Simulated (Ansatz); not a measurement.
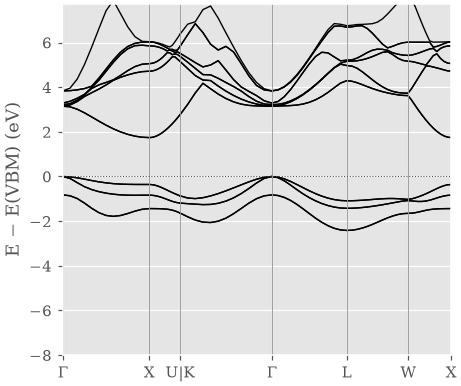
Fig. 1. Band structure from the program Ansatz at the r²SCAN with spin–orbit coupling level (PAW)

Read off the gap and where the band edges lie.

About 1.7 eV (1.74 eV by a search for the band edges); maximum at Γ, minimum at X.

The material is BaTe (rock salt, space group No. 225).

Space group Fm-3m (rock salt). The r²SCAN relaxation kept the symmetry of its start.

Potentials: the later of the program's two PAW sets.
